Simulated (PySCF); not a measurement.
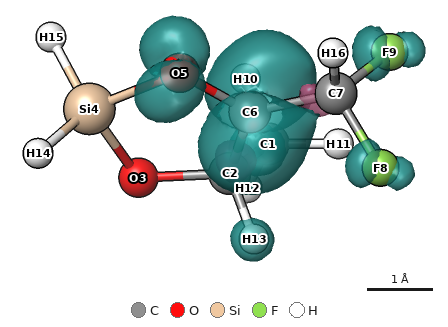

Figure 1: C₄H₇F₂O₂Si (doublet). Isosurfaces of the spin density (α minus β) at +0.03 (teal) and −0.03 e/Å³ (pink), seen from one side.

Geometry: GFN2-xTB.

Method: PySCF 2.14.0, density-fitted response routines, UKS B3LYP, pcH-1 on C F H O Si, non-relativistic, mean-field spin-orbit, GIAO.

```yaml
atoms:
  - { symbol: C, position_ang: [-1.2144, -1.2763, 0.5322] }
  - { symbol: C, position_ang: [-0.6415, 0.1443, 0.5562] }
  - { symbol: O, position_ang: [-1.4400, 1.0113, -0.2176] }
  - { symbol: Si, position_ang: [-0.6693, 1.6203, -1.5191] }
  - { symbol: O, position_ang: [0.8158, 0.9508, -1.1512] }
  - { symbol: C, position_ang: [0.7328, 0.2128, -0.0292] }
  - { symbol: C, position_ang: [1.9405, -0.4083, 0.5200] }
  - { symbol: F, position_ang: [2.1005, -0.1303, 1.8520] }
  - { symbol: F, position_ang: [1.8984, -1.7853, 0.4858] }
  - { symbol: H, position_ang: [-1.1980, -1.6582, -0.4854] }
  - { symbol: H, position_ang: [-0.6194, -1.9251, 1.1680] }
  - { symbol: H, position_ang: [-2.2403, -1.2590, 0.8890] }
  - { symbol: H, position_ang: [-0.6472, 0.5134, 1.5938] }
  - { symbol: H, position_ang: [-0.5445, 3.0622, -1.4293] }
  - { symbol: H, position_ang: [-1.1302, 1.0319, -2.7644] }
  - { symbol: H, position_ang: [2.8493, -0.0957, -0.0123] }
```

> Which atoms carry the spin?

The unpaired spin (1 electron) lies mostly on C6 (about 0.6) and O5 (about 0.2), in electrons by Hirshfeld's partition.
